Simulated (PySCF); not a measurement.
**CH₇NOSi₂: runs on many settings, part 1 of 2**

Which settings matter for CH₇NOSi₂ (`C=N[SiH2]O[SiH3]`), and how do bad ones show?

The runs use PySCF 2.14.0, with density-fitted response routines of our own; the level of theory stands in each step. All values are computed, except where a source is named. Atoms are numbered from 0 throughout.

**1. The starting structure**

12 atoms, charge 0, multiplicity 1; geometry from: GFN2-xTB.

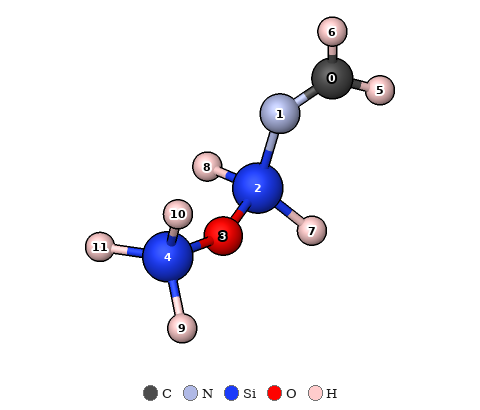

As it starts; carbon dark grey, nitrogen light blue, silicon blue, oxygen red, hydrogen pink, atoms numbered; sticks join atoms by distance.

**2. Shielding tensors: PBE0/def2-SVP**

What the job is given:

```
{"job": {"kind": "nmr", "xc": "PBE0", "basis": "def2-SVP", "pop": true}, "charge": 0, "multiplicity": 1}
C      2.492464     0.820993     0.458980
N      1.407107     0.576616    -0.100330
Si     0.521045    -0.863285    -0.444761
O     -0.998905    -0.590378     0.036186
Si    -2.430804     0.162790     0.048325
H      3.151687     0.068497     0.905116
H      2.841299     1.850037     0.523725
H      0.880253    -2.086010     0.270854
H      0.582819    -0.970226    -1.898802
H     -3.273012    -0.717628     0.855497
H     -2.263822     1.484299     0.649366
H     -2.908933     0.263609    -1.330183
```

Method: GIAO PBE0/def2-SVP NMR shielding, non-relativistic, gas phase.

The run is started by

```console
$ OMP_NUM_THREADS=1 python probes_run.py task.json out
```

The driver reads the jobs from task.json and runs them one after another.

What it wrote:

```text
coarse grid: 10824 points
cycle   1  E = -750.3544671735  dE =  4.678e-01  |g| = 7.776e-01  |ddm| = 3.379e+00
cycle   2  E = -750.1132280615  dE =  2.412e-01  |g| = 1.330e+00  |ddm| = 1.750e+00
cycle   3  E = -750.4723890597  dE = -3.592e-01  |g| = 7.423e-02  |ddm| = 1.215e+00
cycle   4  E = -750.4731985025  dE = -8.094e-04  |g| = 5.370e-02  |ddm| = 1.120e-01
cycle   5  E = -750.4738460347  dE = -6.475e-04  |g| = 1.516e-02  |ddm| = 4.810e-02
cycle   6  E = -750.4738958436  dE = -4.981e-05  |g| = 2.984e-03  |ddm| = 1.521e-02
cycle   7  E = -750.4738979595  dE = -2.116e-06  |g| = 4.138e-04  |ddm| = 3.462e-03
final grid: 94864 points
cycle   8  E = -750.5708279476  dE = -6.216e-06  |g| = 7.384e-03  |ddm| = 1.423e-02
cycle   9  E = -750.5708139341  dE =  1.401e-05  |g| = 1.124e-02  |ddm| = 1.489e-02
cycle  10  E = -750.5708392379  dE = -2.530e-05  |g| = 9.660e-04  |ddm| = 8.977e-03
cycle  11  E = -750.5708394566  dE = -2.187e-07  |g| = 2.001e-04  |ddm| = 8.504e-04
cycle  12  E = -750.5708394648  dE = -8.267e-09  |g| = 8.375e-05  |ddm| = 2.389e-04
cycle  13  E = -750.5708394663  dE = -1.512e-09  |g| = 1.615e-05  |ddm| = 8.095e-05
cycle  14  E = -750.5708394664  dE = -6.321e-11  |g| = 2.176e-06  |ddm| = 2.034e-05
converged SCF energy = -750.5708394664

GIAO shielding tensors (ppm)
atom      isotropic    diamagn.    paramagn.     s11        s22        s33       span
  0 C       34.860     253.711    -218.851    -47.618      6.059    146.138    193.756
  1 N     -128.130     323.867    -451.997   -505.559   -149.238    270.406    775.965
  2 Si     454.276     883.389    -429.113    432.805    440.463    489.559     56.754
  3 O      316.160     392.565     -76.405    252.654    315.761    380.064    127.410
  4 Si     455.203     880.677    -425.473    424.006    428.579    513.024     89.018
  5 H       23.203      30.141      -6.938     21.743     22.337     25.528      3.784
  6 H       23.399      29.919      -6.520     22.267     23.656     24.273      2.006
  7 H       26.497      30.690      -4.193     23.172     24.760     31.559      8.388
  8 H       26.487      30.561      -4.074     23.546     24.660     31.254      7.708
  9 H       26.620      29.167      -2.547     23.179     25.097     31.585      8.406
 10 H       26.572      30.403      -3.831     23.026     25.331     31.360      8.334
 11 H       26.496      29.572      -3.076     23.382     25.024     31.081      7.699
```

It took 11 s on 1 thread of Intel Xeon Platinum 8488C, shared host; peak memory 0.53 GiB.

Shifts follow as δ = σ(reference) − σ, with reference shieldings (ppm) from runs at the same level and on the same kind of geometry: 1H TMS 31.81, 13C TMS 196.2, 29Si TMS 403.7, 15N NH3 272.0, 17O H2O 344.6. The references are single molecules in the gas phase, so shifts against H2O, NH3, PH3, H3PO4 or CFCl3 are not on the usual liquid scales and can be off by tens of ppm. Atoms listed in one row are averaged.

| atoms | environment | σ (ppm) | δ (ppm) |
| --- | --- | --- | --- |
| C0 | C=N carbon | 34.9 | 161.3 |
| H5 | hydrogen on a C=N carbon | 23.20 | 8.60 |
| H6 | hydrogen on a C=N carbon | 23.40 | 8.41 |
| H7, H8 | hydrogen on a silicon bonded to N, O | 26.49 | 5.31 |
| H9, H10, H11 | hydrogen on a silicon bonded to O | 26.56 | 5.24 |
| N1 | imine nitrogen | -128.1 | 400.1 |
| Si2 | silicon bonded to N, O, 2 H | 454.3 | -50.5 |
| Si4 | silicon bonded to O, 3 H | 455.2 | -51.5 |
| O3 | oxygen bonded to 2 Si | 316.2 | 28.5 |

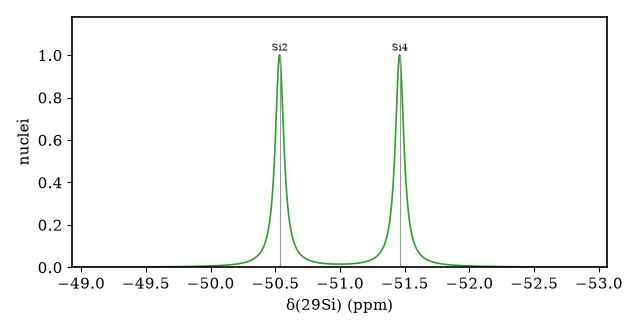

29Si lines at the computed shifts, without couplings. Lines are broadened to a width of 0.08 ppm (Lorentzian).

Charges from the same density, by scheme (e):

| atoms | Mulliken | IAO | Hirshfeld | ESP fit |
| --- | --- | --- | --- | --- |
| C0 | 0.06 | -0.06 | 0.03 | 0.26 |
| N1 | -0.35 | -0.52 | -0.22 | -0.52 |
| Si2 | 0.72 | 1.11 | 0.42 | 0.74 |
| O3 | -0.54 | -0.87 | -0.29 | -0.41 |
| Si4 | 0.59 | 0.88 | 0.39 | 0.49 |

IAO charges:

| atom | value (e) |
| --- | --- |
| C0 | -0.06 |
| N1 | -0.52 |
| Si2 | 1.11 |
| O3 | -0.87 |
| Si4 | 0.88 |
| H5 | 0.10 |
| H6 | 0.13 |
| H7 | -0.17 |
| H8 | -0.16 |
| H9 | -0.15 |
| H10 | -0.15 |
| H11 | -0.15 |

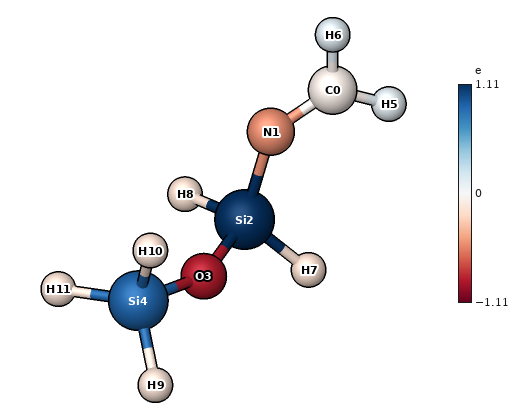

IAO charges, as colours on the atoms.

Mayer bond orders: C0–N1 2.00, N1–Si2 1.05, Si2–O3 1.07, O3–Si4 1.04.

**3. NMR shieldings: BP86/3-21G**

The job, as its differences from that of step 2:

```diff
@@ -1,2 +1,2 @@
-{"job": {"kind": "nmr", "xc": "PBE0", "basis": "def2-SVP", "pop": true}, "charge": 0, "multiplicity": 1}
+{"job": {"kind": "nmr", "xc": "BP86", "basis": "3-21G", "pop": true, "scf": {"diis": false, "max_cycle": 71}}, "charge": 0, "multiplicity": 1}
 C      2.492464     0.820993     0.458980
```

Level: GIAO BP86/3-21G NMR shielding, non-relativistic, gas phase.

What it wrote:

```text
final grid: 94864 points
cycle   1  E = -747.1598413856  dE =  1.722e-01  |g| = 9.150e-01  |ddm| = 3.235e+00
cycle   2  E = -746.1791796634  dE =  9.807e-01  |g| = 2.299e+00  |ddm| = 3.596e+00
cycle   3  E = -744.4193033840  dE =  1.760e+00  |g| = 3.886e+00  |ddm| = 5.125e+00
cycle   4  E = -728.3367768227  dE =  1.608e+01  |g| = 5.653e+00  |ddm| = 2.042e+01
cycle   5  E = -706.4215933745  dE =  2.192e+01  |g| = 9.399e+00  |ddm| = 2.317e+01
cycle   6  E = -679.5734682492  dE =  2.685e+01  |g| = 7.055e+00  |ddm| = 4.265e+01
cycle   7  E = -689.2745954615  dE = -9.701e+00  |g| = 8.575e+00  |ddm| = 4.515e+01
cycle   8  E = -587.2124513143  dE =  1.021e+02  |g| = 7.963e+00  |ddm| = 6.066e+01
cycle   9  E = -642.0041413088  dE = -5.479e+01  |g| = 7.415e+00  |ddm| = 6.188e+01
cycle  10  E = -557.5380969909  dE =  8.447e+01  |g| = 8.645e+00  |ddm| = 7.923e+01
[... 51 cycles left out ...]
cycle  62  E = -505.0928688380  dE =  1.183e+02  |g| = 8.131e+00  |ddm| = 9.322e+01
cycle  63  E = -623.3969072252  dE = -1.183e+02  |g| = 6.888e+00  |ddm| = 9.322e+01
cycle  64  E = -505.0928688380  dE =  1.183e+02  |g| = 8.131e+00  |ddm| = 9.322e+01
cycle  65  E = -623.3969072252  dE = -1.183e+02  |g| = 6.888e+00  |ddm| = 9.322e+01
cycle  66  E = -505.0928688380  dE =  1.183e+02  |g| = 8.131e+00  |ddm| = 9.322e+01
cycle  67  E = -623.3969072252  dE = -1.183e+02  |g| = 6.888e+00  |ddm| = 9.322e+01
cycle  68  E = -505.0928688380  dE =  1.183e+02  |g| = 8.131e+00  |ddm| = 9.322e+01
cycle  69  E = -623.3969072252  dE = -1.183e+02  |g| = 6.888e+00  |ddm| = 9.322e+01
cycle  70  E = -505.0928688380  dE =  1.183e+02  |g| = 8.131e+00  |ddm| = 9.322e+01
cycle  71  E = -623.3969072252  dE = -1.183e+02  |g| = 6.888e+00  |ddm| = 9.322e+01
SCF not converged, last energy = -623.3969072252
```

Wall time 18 s (1 thread of Intel Xeon Platinum 8488C, shared host); peak memory 0.38 GiB.

Why it failed: The SCF swings between two densities 118.30 Eh apart: plain iteration without DIIS overshoots. The remedy is to turn DIIS on. Numbers printed on the way are no properties of the molecule.

**4. J couplings: wB97X/6-31G in methanol**

The job, as its differences from that of step 3:

```diff
@@ -1,2 +1,2 @@
-{"job": {"kind": "nmr", "xc": "BP86", "basis": "3-21G", "pop": true, "scf": {"diis": false, "max_cycle": 71}}, "charge": 0, "multiplicity": 1}
+{"job": {"kind": "j", "xc": "wB97X", "basis": "6-31G", "solvent": "methanol"}, "charge": 0, "multiplicity": 1}
 C      2.492464     0.820993     0.458980
```

Method: wB97X/6-31G indirect spin-spin coupling, non-relativistic, IEF-PCM methanol.

What it wrote:

```text
coarse grid: 10824 points
cycle   1  E = -750.9999732512  dE =  6.653e-01  |g| = 7.891e-01  |ddm| = 3.133e+00
cycle   2  E = -750.9766508677  dE =  2.332e-02  |g| = 9.133e-01  |ddm| = 1.290e+00
cycle   3  E = -751.1323511858  dE = -1.557e-01  |g| = 3.519e-02  |ddm| = 6.644e-01
cycle   4  E = -751.1328389790  dE = -4.878e-04  |g| = 2.083e-02  |ddm| = 8.956e-02
cycle   5  E = -751.1329368943  dE = -9.792e-05  |g| = 8.491e-03  |ddm| = 2.424e-02
cycle   6  E = -751.1329553133  dE = -1.842e-05  |g| = 9.533e-04  |ddm| = 1.277e-02
cycle   7  E = -751.1329562404  dE = -9.270e-07  |g| = 4.387e-04  |ddm| = 4.147e-03
final grid: 94864 points
cycle   8  E = -751.0732325093  dE = -2.315e-05  |g| = 4.296e-03  |ddm| = 1.565e-02
cycle   9  E = -751.0732325256  dE = -1.632e-08  |g| = 4.693e-03  |ddm| = 6.820e-03
cycle  10  E = -751.0732371022  dE = -4.577e-06  |g| = 3.123e-04  |ddm| = 3.412e-03
cycle  11  E = -751.0732371446  dE = -4.247e-08  |g| = 1.569e-04  |ddm| = 6.842e-04
cycle  12  E = -751.0732371535  dE = -8.848e-09  |g| = 3.936e-05  |ddm| = 2.639e-04
cycle  13  E = -751.0732371541  dE = -5.996e-10  |g| = 2.215e-05  |ddm| = 7.886e-05
converged SCF energy = -751.0732371541

Indirect spin-spin couplings (Hz)
  i      j    bonds     total        FC       PSO       DSO        SD
  0 C    1 N    1    -13.315   -19.658     7.792    -0.074    -1.375
  0 C    2 Si   2     -1.967    -1.880    -0.038     0.060    -0.108
  0 C    3 O    3     -1.655    -1.686    -0.009     0.040         -
  0 C    5 H    1    157.170   156.900    -0.499     0.769         -
  0 C    6 H    1    166.950   166.647    -0.445     0.749         -
  0 C    7 H    3      0.337     0.596    -0.107    -0.152         -
  0 C    8 H    3      5.213     5.511     0.060    -0.358         -
  0 C   11 H    5     -0.181    -0.005     0.051    -0.227         -
  1 N    2 Si   1     11.127    12.767    -1.936     0.053     0.243
  1 N    3 O    2      3.184     3.268    -0.140     0.004     0.052
  1 N    4 Si   3     -0.102    -0.095    -0.000    -0.007    -0.001
  1 N    5 H    2      4.203     2.561     1.511     0.224    -0.094
  1 N    6 H    2     -6.529    -8.134     1.494     0.198    -0.088
  1 N    7 H    2     -0.245    -0.532     0.156     0.137    -0.005
  1 N    8 H    2     -5.911    -6.134     0.183     0.024     0.016
  2 Si   3 O    1      6.150    10.604    -4.696     0.081     0.162
  2 Si   4 Si   2     -1.235    -1.281    -0.164    -0.059     0.269
  2 Si   5 H    3    -10.081   -10.020    -0.051     0.053    -0.064
  2 Si   6 H    3    -19.364   -19.484    -0.162     0.339    -0.058
  2 Si   7 H    1   -218.184  -218.938     1.664    -0.440    -0.470
  2 Si   8 H    1   -218.579  -219.351     1.685    -0.445    -0.469
  2 Si   9 H    3     -4.156    -4.286    -0.079     0.272    -0.062
  2 Si  10 H    3      0.669     0.576    -0.059     0.179    -0.027
  2 Si  11 H    3      0.616     0.511    -0.017     0.137    -0.014
  3 O    4 Si   1      1.230     4.851    -3.904     0.069     0.215
  3 O    5 H    4      0.319     0.210    -0.017     0.125         -
  3 O    6 H    4      0.564     0.463    -0.028     0.129         -
  3 O    7 H    2    -15.324   -15.391     0.032     0.035         -
  3 O    8 H    2     -4.058    -4.160    -0.009     0.111         -
  3 O    9 H    2    -10.220   -10.131    -0.144     0.055         -
  3 O   10 H    2     -4.336    -4.288    -0.153     0.105         -
  3 O   11 H    2     -3.798    -3.763    -0.138     0.103         -
  4 Si   7 H    3     -3.656    -3.758    -0.114     0.291    -0.075
  4 Si   8 H    3      0.547     0.474    -0.070     0.166    -0.023
  4 Si   9 H    1   -207.452  -208.169     1.387    -0.311    -0.359
  4 Si  10 H    1   -204.180  -204.938     1.467    -0.316    -0.393
  4 Si  11 H    1   -199.165  -199.914     1.445    -0.314    -0.381
  5 H    6 H    2     13.050    14.800     1.347    -3.097         -
  5 H    7 H    4      1.796     1.454    -0.219     0.561         -
  5 H    8 H    4     -2.782    -1.900     0.169    -1.050         -
  5 H    9 H    6     -0.576    -0.012     0.136    -0.700         -
  5 H   10 H    6     -0.302     0.092     0.160    -0.553         -
  5 H   11 H    6     -0.690     0.001     0.188    -0.878         -
  6 H    8 H    4     -2.493    -1.538     0.314    -1.269         -
  6 H    9 H    6     -0.595     0.028     0.158    -0.780         -
  6 H   11 H    6     -0.483     0.008     0.127    -0.618         -
  7 H    8 H    2     17.802    19.775     0.142    -2.115         -
  7 H    9 H    4     -0.831    -0.368     0.077    -0.539         -
  7 H   10 H    4     -0.866     0.217     0.194    -1.277         -
  7 H   11 H    4     -0.858     0.234     0.189    -1.281         -
  8 H    9 H    4     -1.015     0.024     0.182    -1.221         -
  8 H   10 H    4     -0.593     0.281     0.158    -1.032         -
  8 H   11 H    4      0.714     0.483    -0.076     0.306         -
  9 H   10 H    2      6.812     8.797     0.158    -2.143         -
  9 H   11 H    2      6.036     7.981     0.155    -2.100         -
 10 H   11 H    2      7.837     9.707     0.147    -2.017         -
```

Run time: 10 s. Hardware: 1 thread of Intel Xeon Platinum 8488C, shared host; peak memory 0.53 GiB.

The basis is not made for couplings: without tight functions at the nuclei these values are rough.

A choice of the couplings up to four bonds, sorted by the number of bonds, with means over like pairs; isotopes 13C, 1H, 15N, 17O, 29Si:

| pair | bonds | J (Hz) | Fermi contact (Hz) | dihedral (°) |
| --- | --- | --- | --- | --- |
| Si2–H7 | 1 | -218.4 | -219.1 | – |
| Si4–H9 | 1 | -203.6 | -204.3 | – |
| C0–H6 | 1 | 166.9 | 166.6 | – |
| C0–H5 | 1 | 157.2 | 156.9 | – |
| C0–N1 | 1 | -13.3 | -19.7 | – |
| N1–Si2 | 1 | 11.1 | 12.8 | – |
| Si2–O3 | 1 | 6.2 | 10.6 | – |
| O3–Si4 | 1 | 1.2 | 4.9 | – |
| H7–H8 | 2 | 17.8 | 19.8 | – |
| H5–H6 | 2 | 13.1 | 14.8 | – |
| O3–H7 | 2 | -9.7 | -9.8 | – |
| H9–H10 | 2 | 6.9 | 8.8 | – |
| N1–H6 | 2 | -6.5 | -8.1 | – |
| O3–H9 | 2 | -6.1 | -6.1 | – |
| N1–H5 | 2 | 4.2 | 2.6 | – |
| N1–O3 | 2 | 3.2 | 3.3 | – |
| N1–H7 | 2 | -3.1 | -3.3 | – |
| Si2–H6 | 3 | -19.4 | -19.5 | 178 |
| Si2–H5 | 3 | -10.1 | -10.0 | -1 |
| C0–H7 | 3 | 2.8 | 3.1 | – |
| C0–O3 | 3 | -1.7 | -1.7 | 132 |
| Si4–H7 | 3 | -1.6 | -1.6 | – |
| H6–H8 | 4 | -1.2 | -0.8 | – |

The spin-dipole term was solved for some atoms only; pairs without it lack that part.

The response was solved for the nuclei of C, H, N, Si alone, so couplings that need other nuclei can be missing.

Quadrupole couplings from the field gradients of the same density:

| atom | isotope | eQq/h (MHz) | η |
| --- | --- | --- | --- |
| O3 | 17O | -7.510 | 0.02 |
| N1 | 14N | -4.703 | 0.54 |

Shifts (PBE0/def2-SVP, unscaled) and these couplings together give the proton spectrum at 400 MHz below.

1H NMR δ 8.60 (d, J = 13.1 Hz, 1H), 8.41 (dt, J = 13.1, 1.2 Hz, 1H), 5.31 (d, J = 1.2 Hz, 2H), 5.24 (s, 3H). The letters are first-order; like nuclei with unlike couplings give more lines.

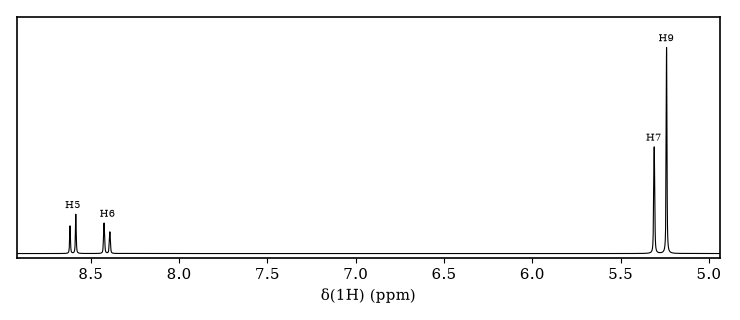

Simulated proton spectrum at 400 MHz, by exact diagonalisation of each spin system; lines 1.2 Hz wide, exchangeable protons uncoupled.

(Continued in part 2 of 2.)
